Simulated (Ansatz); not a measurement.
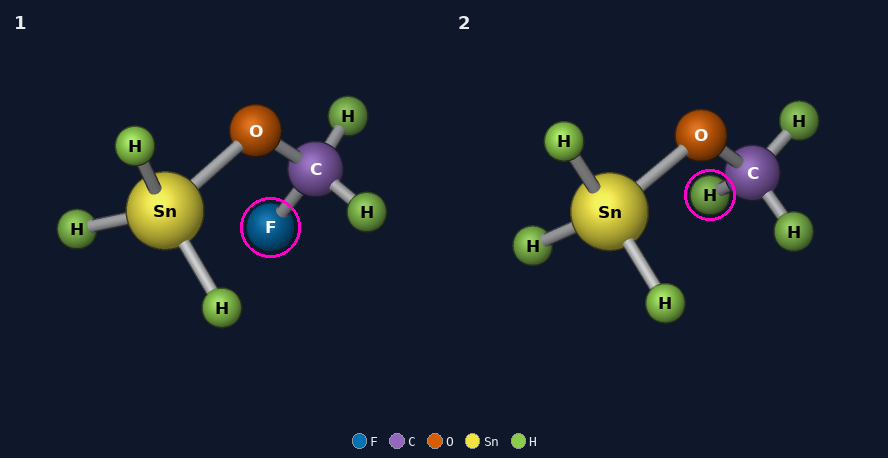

2 molecules with one skeleton, seen from the same side and at one scale; the atom that differs is circled. Charge 0, singlet. Computed geometries: PBE0-D4/def2-TZVP optimisations, one conformation each. Properties computed with Ansatz 0.2.0. Elements past Kr carry core potentials.

One atom differs, called X below: F in panel 1, H in panel 2. Their formulas are CH5FOSn (`FC[O][SnH3]`), CH6OSn (`C[O][SnH3]`).

In which is the dipole moment larger (r2SCAN-D4/def2-TZVPP)?

In panel 1 (X = F).

In which is the length of X–C larger (PBE0-D4/def2-TZVP)?

In panel 1 (X = F).

Give the values. With PBE0-D4/def2-TZVP: length of X–C (Å), mean angle X–C–H (°). With ωB97M-V/def2-SVP: HOMO energy (Kohn–Sham orbital) (eV), HOMO–LUMO gap (eV). With r2SCAN-D4/def2-TZVPP: dipole moment (D).

```csv
quantity,1 (F),2 (H),2 − 1
length of X–C (Å),1.398,1.100,−0.298
mean angle X–C–H (°),106.0,107.7,+1.7
HOMO energy (Kohn–Sham orbital) (eV),−10.19,−9.68,+0.51
HOMO–LUMO gap (eV),11.75,11.36,−0.39
dipole moment (D),1.58,1.33,−0.25
```
